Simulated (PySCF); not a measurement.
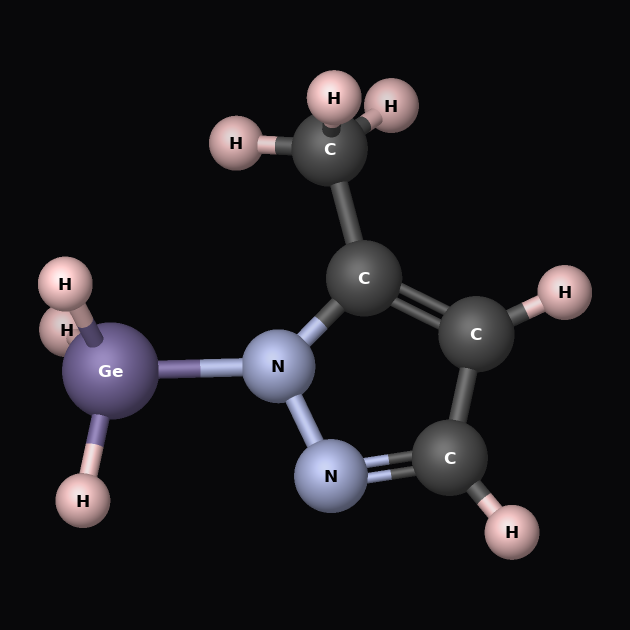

Ball-and-stick drawing of a structure.

The geometry was computed by an optimisation with GFN2-xTB. No frequency run is at hand to confirm it as a minimum.

> Which formula does it have?

C4H8GeN2, 15 atoms: 4 carbon, 8 hydrogen, 1 germanium and 2 nitrogen.

> Give the symmetry (Schoenflies symbol).

C1.

> Count the bonded pairs by element.

5 C–H, 3 C–C, 3 Ge–H, 2 C–N, 1 N–N, 1 Ge–N.

> Give a SMILES string for it.

Cc1ccn[n]1[GeH3]

More results for the same structure follow; atom numbers are the same in all pictures, views and colours differ.

**Geometry**

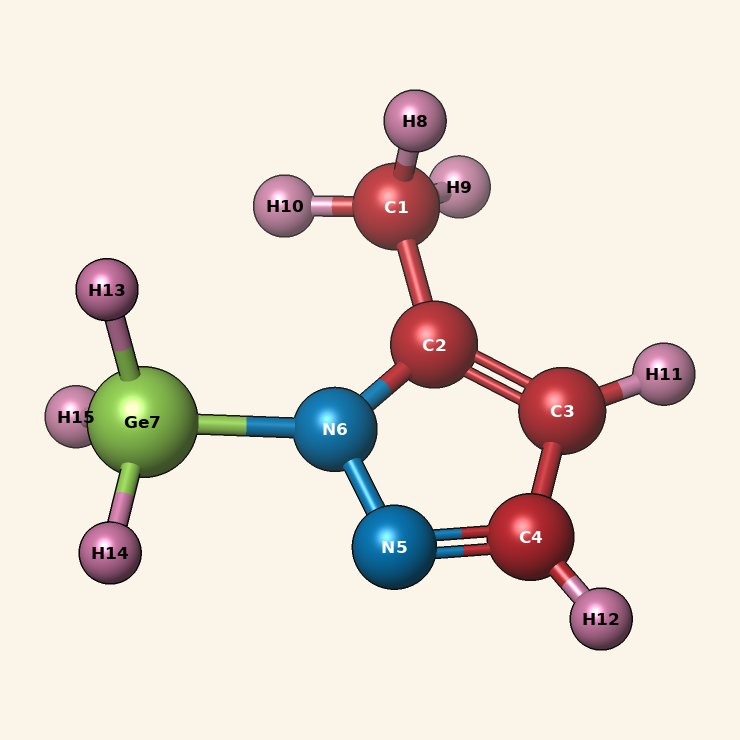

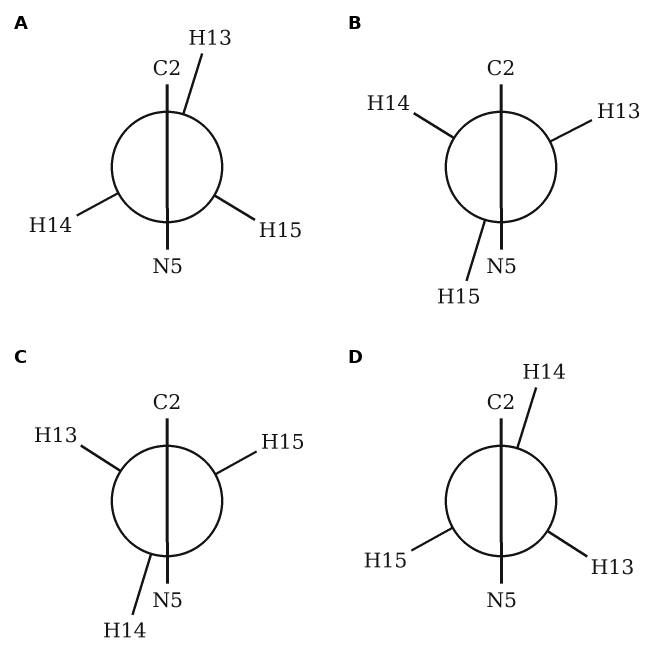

Atoms fade into the background with distance from the viewer. Bonds that would overlap in a projection are set slightly apart. No frequency run is at hand to confirm it as a minimum.

> Which Newman projection shows the view along N6–Ge7, with N6 in front?

C. The torsion angle N5–N6–Ge7–H13 is 123°, anticlinal.

**Dipole moment**

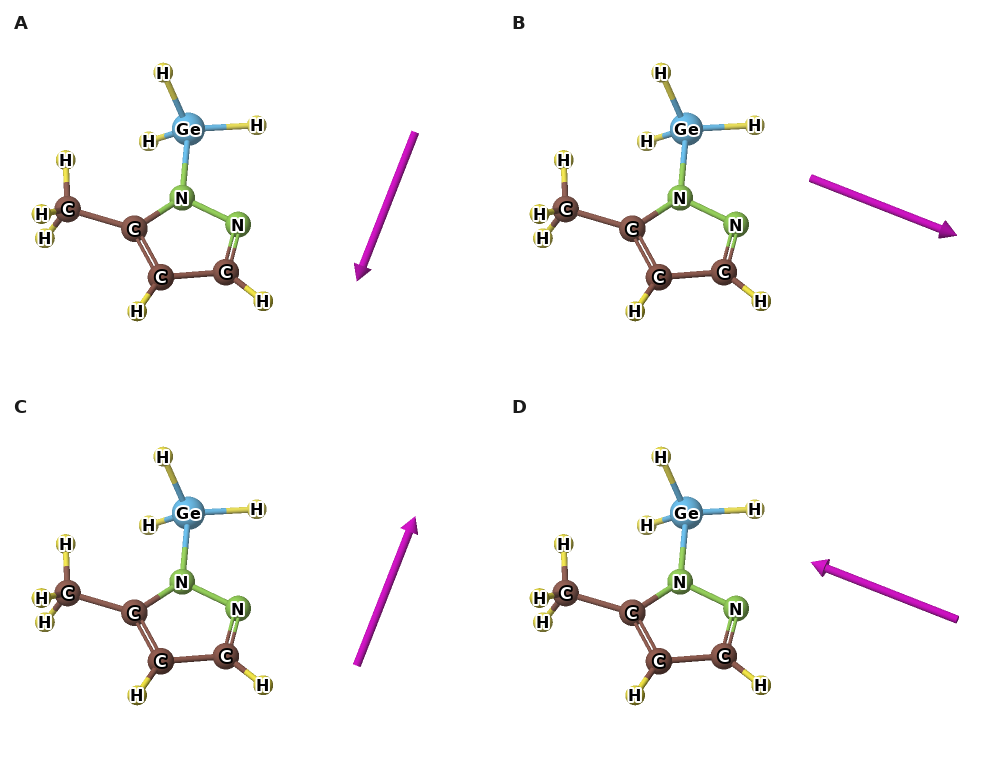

The same molecule four times, each with an arrow. No frequency run is at hand to confirm it as a minimum. Method: ωB97X-D/def2-SVPD, gas phase (PySCF 2.14.0).

> Which arrow points along the dipole moment, from the negative to the positive end?

D. The dipole moment is 2.46 D.

**Polarisability**

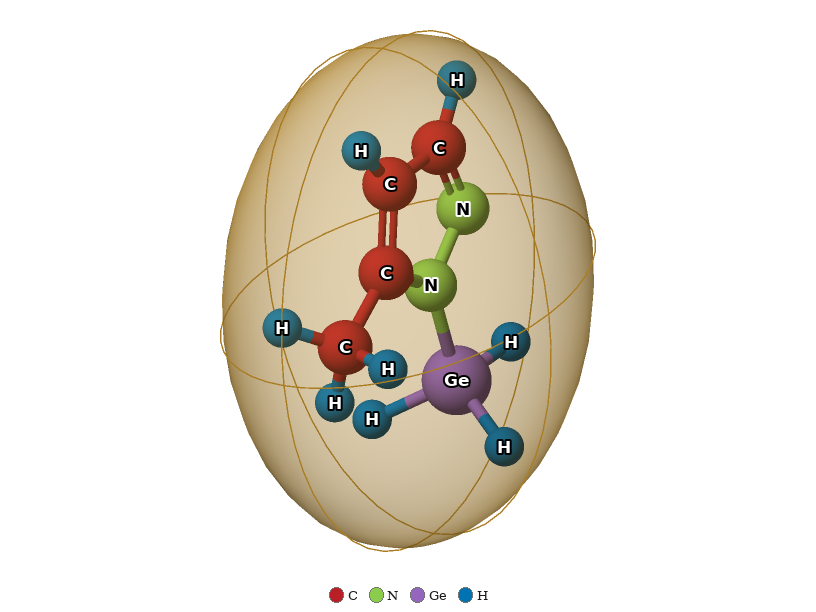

The ellipsoid shows the static dipole polarisability: its half-axes are proportional to the principal values. No frequency run is at hand to confirm it as a minimum. Level of theory: ωB97X-D/def2-SVPD (PySCF 2.14.0).

> How large and how anisotropic is the polarisability?

Principal values 63.8, 92.1, 102.9 bohr³; mean 86.2 bohr³ (12.78 Å³); anisotropy 35.0 bohr³, so the longest axis is 1.61 times the shortest.

**Excitation**

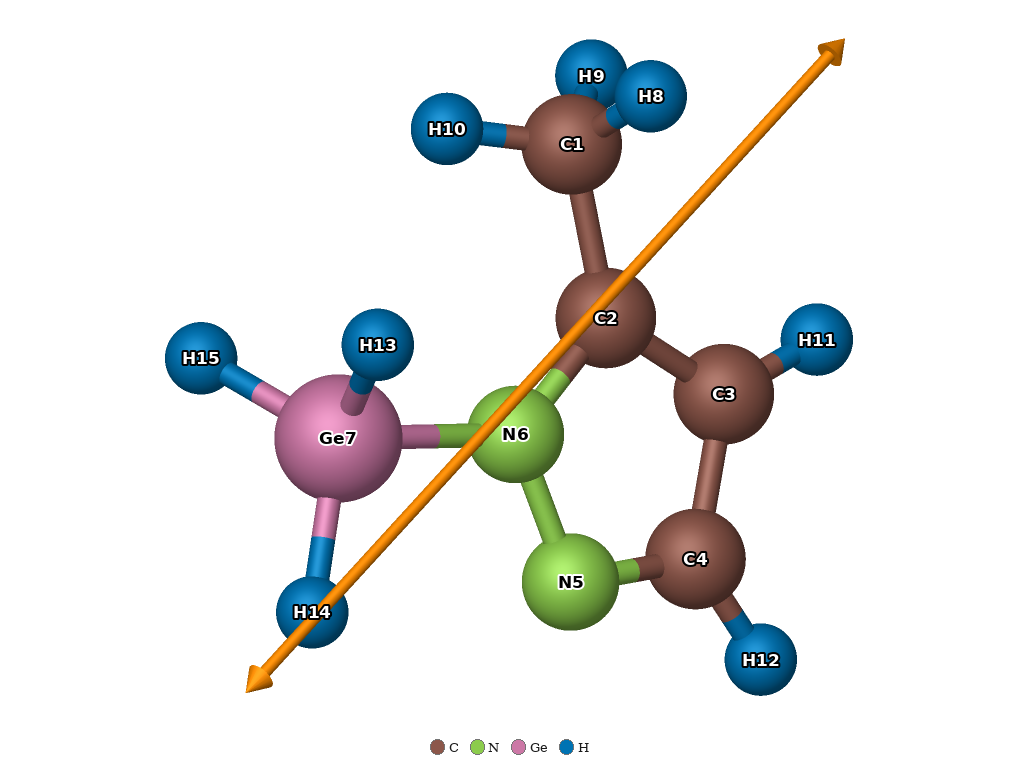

The double arrow shows the direction of the transition dipole to excited singlet state 4 (its length means nothing). No frequency run is at hand to confirm it as a minimum. Properties computed with TDDFT ωB97X-D/def2-SVPD, vertical, gas phase, core orbitals frozen in the response (PySCF 2.14.0).

> How is the transition polarised?

Nearly parallel to the C2–N6 bond.

> Give its energy, strength and character.

6.85 eV (181 nm), oscillator strength 0.072, of mixed character, with the largest part HOMO−1 → LUMO+2 (weight 0.48); transition dipole 1.66 D.

The geometry is semi-empirical. Around Ge such bond lengths and angles can be off by a tenth of an ångström or more and by several degrees, and values that hang on the shape move with them.
